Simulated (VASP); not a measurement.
Band structure of Cr (space group Im-3m). Level of theory: PBE GGA, VASP's PBE PAW potentials (set 64) (plane waves; VASP).

The moments were started parallel, and other spin orders were not tried in this run.

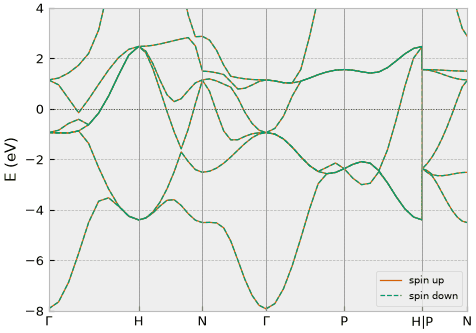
*Bands along high-symmetry lines, zero at the valence-band maximum or, without a gap, the Fermi level*

**Question.** Read the plot: is there a gap, and where are the band edges?

**Answer.** It has no gap at this level: it comes out as a metal or semimetal.

The structure was generated: Cr was put into an ordered model structure, which need not be its known phase. The cell was not relaxed at this level.
